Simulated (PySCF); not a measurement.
SMILES Cl[C]=C(Cl)Cl, doublet at its B3LYP/def2-SVP optimised geometry (Å):

```
5

Cl    -0.9318    -2.1567     0.0007
C     -1.2195    -0.5146     0.0003
C     -0.4966     0.5918     0.0000
Cl     1.2517     0.5918     0.0000
Cl    -1.2517     2.1567     0.0000
```

Method: unrestricted B3LYP/def2-TZVP (PySCF).

Map of the electrostatic potential (hartree/e) on the plane z = 1.2 Å:

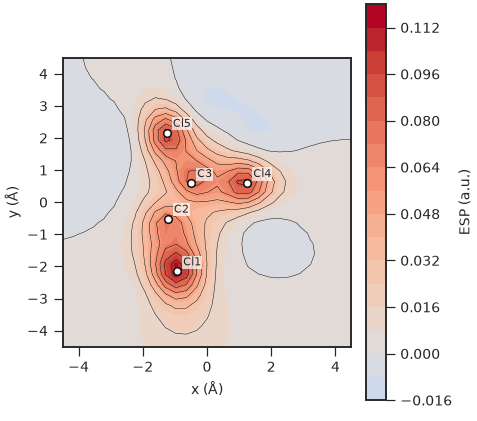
Figure: Electrostatic potential (hartree/e) on the plane z = 1.2 Å.
